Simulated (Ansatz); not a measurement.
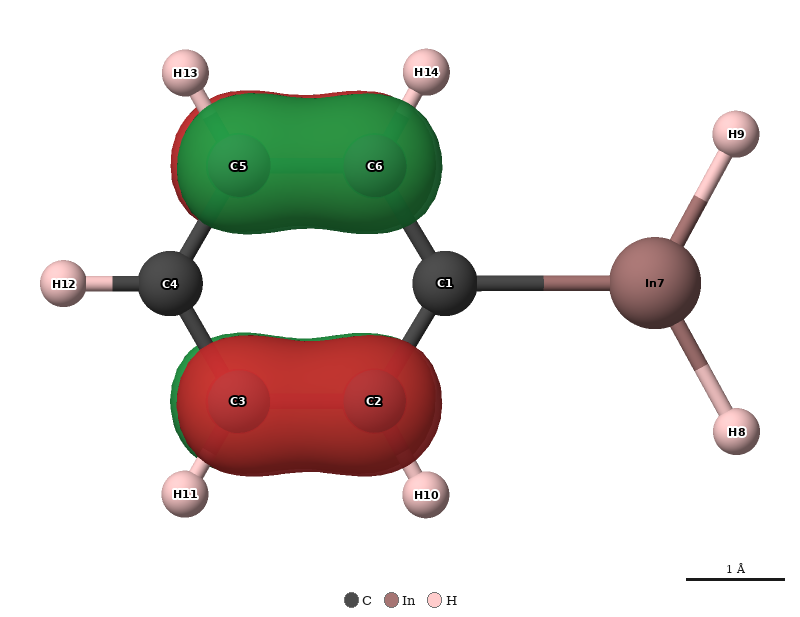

C$_{6}$H$_{7}$In (SMILES [InH2][c]1ccccc1). One frontier orbital at ±0.15 Å⁻³ᐟ² (green and red are the two phases), seen across its widest extent.

Geometry: PBE0-D4/def2-SVP; core potentials replace the inner electrons of In.

All numbers below come from isolated molecule in a Gaussian basis; Kohn-Sham density functional theory, functional PBE0 in Ansatz.

```yaml
atoms:
  - { symbol: C, position_ang: [-0.8388, 0.2835, 0.4471] }
  - { symbol: C, position_ang: [-1.8398, -0.6447, 0.1157] }
  - { symbol: C, position_ang: [-1.9065, -1.2091, -1.1579] }
  - { symbol: C, position_ang: [-0.9690, -0.8534, -2.1269] }
  - { symbol: C, position_ang: [0.0331, 0.0661, -1.8193] }
  - { symbol: C, position_ang: [0.0952, 0.6275, -0.5442] }
  - { symbol: In, position_ang: [-0.7374, 1.1535, 2.4119] }
  - { symbol: H, position_ang: [-1.9198, 0.6887, 3.5915] }
  - { symbol: H, position_ang: [0.5256, 2.2924, 2.7501] }
  - { symbol: H, position_ang: [-2.5854, -0.9374, 0.8618] }
  - { symbol: H, position_ang: [-2.6932, -1.9298, -1.3963] }
  - { symbol: H, position_ang: [-1.0195, -1.2946, -3.1257] }
  - { symbol: H, position_ang: [0.7695, 0.3469, -2.5770] }
  - { symbol: H, position_ang: [0.8897, 1.3474, -0.3231] }
```

Which orbital is it: HOMO or LUMO?

Answer. The HOMO, at −7.36 eV. It lies mainly on C3 (about 20 %), C5 (about 20 %), C2 (about 20 %) and C6 (about 20 %); it changes sign across the molecular plane (π type); π-bonding across C2–C3 and C5–C6.
